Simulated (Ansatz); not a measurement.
One stationary structure of MgS. Level of theory: r2SCAN (plane waves to 500 eV, PAW, scalar-relativistic; Ansatz, a first-principles code).

Fm-3m (No. 225), cF8, rock salt type; a = b = c = 5.2031 Å, α = β = γ = 90.00°.

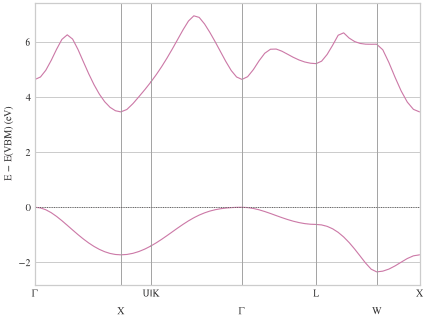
Figure: Highest filled and lowest empty band along the path of this cell's Brillouin zone

### Question
Read off the gap and say whether it is direct.

### Answer
3.46 eV, indirect (valence top at Γ, conduction bottom at X) (no spin-orbit coupling).

### Question
How far does the top valence band disperse along this path?

### Answer
About 2.3 eV.

No spin polarisation in the result.

Measured for MgS: a 5.188 Å (static lattice; corrected from measurement; as listed in Tamar Goldzak et al., The Journal of Chemical Physics (2022)). Computed minus measured — a: r2SCAN +0.3 %. The computed values are for a static lattice.

The run could not lose the symmetry of its start; a randomly shaken copy of 4 atoms returns to this structure.
